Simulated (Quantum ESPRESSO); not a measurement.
# Converging the k-point mesh at a smearing width of 0.3 eV: Ta (Im-3m, 1 atom in the cell)

```yaml
crystal:
  lattice:
    - [-1.65825, 1.65825, 1.65825]
    - [1.65825, -1.65825, 1.65825]
    - [1.65825, 1.65825, -1.65825]
  atoms:
    - { symbol: Ta, position: [0.00000, 0.00000, 0.00000] }
```

Method: PBE, SSSP 1.1.2 precision (PBE) pseudopotentials (plane waves; Quantum ESPRESSO 7.5).

Base settings: ecutwfc = 50 Ry; ecutrho = 400 Ry; occupations = smearing; smearing = gaussian; degauss = 0.0073499 Ry; potentials = {Ta: Ta_pbe_v1.uspp.F.UPF}; K_POINTS = automatic 14 14 14 0 0 0; conv_thr = 1e-10 Ry.

In this ladder: degauss = 0.02205 Ry.

Only quantities that move along the ladder and can be compared are tabulated.

The count of work is k-points × plane waves × bands × iterations; it is no time. Core times come from one kind of shared machine, to one figure; runs under 30 s give none.

The starting cell has typed, rounded lattice constants, without a prior relaxation at this level. Its lattice was rescaled by up to half a per cent. Spin polarisation is off.

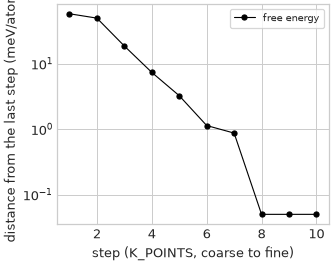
Figure: Distance from the last step along the ladder; very small values are drawn at a floor.

```csv
K_POINTS,free energy less the last step's (meV/atom),pressure (GPa),count of work / last,core time / last (rough)
automatic 5 5 5 0 0 0,58.09,1.50,0.012,–
automatic 6 6 6 0 0 0,49.82,1.85,0.019,–
automatic 7 7 7 0 0 0,-18.68,0.44,0.018,–
automatic 9 9 9 0 0 0,7.38,0.66,0.036,–
automatic 10 10 10 0 0 0,3.25,1.02,0.042,–
automatic 13 13 13 0 0 0,-1.14,0.40,0.087,–
automatic 15 15 15 0 0 0,0.87,0.31,0.12,–
automatic 18 18 18 0 0 0,-0.03,0.27,0.20,–
automatic 22 22 22 0 0 0,-0.03,0.31,0.34,0.4
automatic 27 27 27 0 0 0,-0.02,0.30,0.58,0.8
automatic 33 33 33 0 0 0,0.00,0.30,1.0,1
```

Coarsest K_POINTS that holds the pressure within 0.5 GPa of the last step, with all finer ones: automatic 13 13 13 0 0 0, at 0.087 of the last step's count of work; the step before is off by 0.71 GPa.

Coarsest K_POINTS that holds the free energy within 0.5 meV/atom of the last step, with all finer ones: automatic 18 18 18 0 0 0, at 0.20 of the last step's count of work; the step before is off by 0.87 meV/atom.
